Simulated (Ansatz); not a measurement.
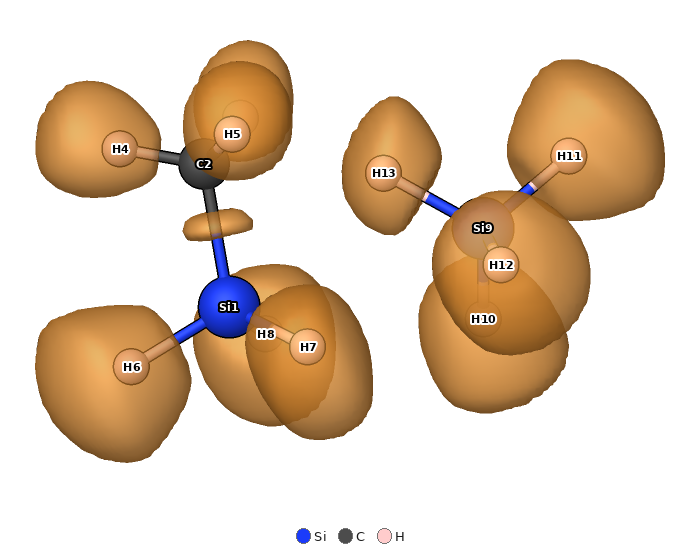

Figure 1: CH₆Si···SiH₄. Isosurface of the electron localisation function at 0.9 (orange), seen across its widest extent. Core shells and regions of very low density are left out.

Not at a stationary point (largest force 0.6 eV/Å).

All numbers below come from RKS BLYP-D4/6-31G* in Ansatz.

Input

```
crystal:
  periodic: [false, false, false]
  atoms:
    - { symbol: Si, position_ang: [0.0, 0.0, 0.0] }
    - { symbol: C, position_ang: [0.0, 0.0, 2.22] }
    - { symbol: H, position_ang: [-0.9996, -0.3092, 2.5905] }
    - { symbol: H, position_ang: [0.7676, -0.7111, 2.5905] }
    - { symbol: H, position_ang: [0.232, 1.0203, 2.5905] }
    - { symbol: H, position_ang: [1.3768, 0.0, -0.4862] }
    - { symbol: H, position_ang: [-0.6877, 1.1914, -0.4862] }
    - { symbol: H, position_ang: [-0.6877, -1.1914, -0.4862] }
    - { symbol: Si, position_ang: [-2.3517, 0.4343, 0.7946] }
    - { symbol: H, position_ang: [-3.2865, -0.3701, 0.0131] }
    - { symbol: H, position_ang: [-2.4635, 0.0756, 2.2054] }
    - { symbol: H, position_ang: [-2.6695, 1.8493, 0.6263] }
    - { symbol: H, position_ang: [-1.2552, 0.2318, 1.9827] }
basis:
  gaussian: { orbitals: "6-31G*" }
hamiltonian:
  xc: blyp
  dispersion: d4
relax:
  f_tol: 0.15
  max_steps: 25
  restrain:
    - { distance: [0, 8], at: 3.42, k: 30.0 }
    - { distance: [12, 1], at: 2.31, k: 30.0 }
    - { distance: [0, 1], at: 1.87, k: 30.0 }
    - { distance: [12, 8], at: 1.46, k: 30.0 }
output:
  orbitals: {}
```

Launched as:

```sh
ansatz run input.yaml --threads 1 --pin off --max-ram 2048MiB --backend cpu --events-out ev --progress --plain --runs-dir out
```

The fields are those of the run's last geometry, not of the input's.

Question: Identify the bonds, lone pairs and shells in this picture.

Answer: The surface consists of one region between bonded C–Si atoms (shared pairs) and ten regions around hydrogen nuclei.

Values along the shortest contacts:
Si1···H13 (2.63 Å): the ELF dips to about 0.05 between them. C–Si (1.88 Å): the ELF peaks at about 0.95 between the atoms (a covalent bond).
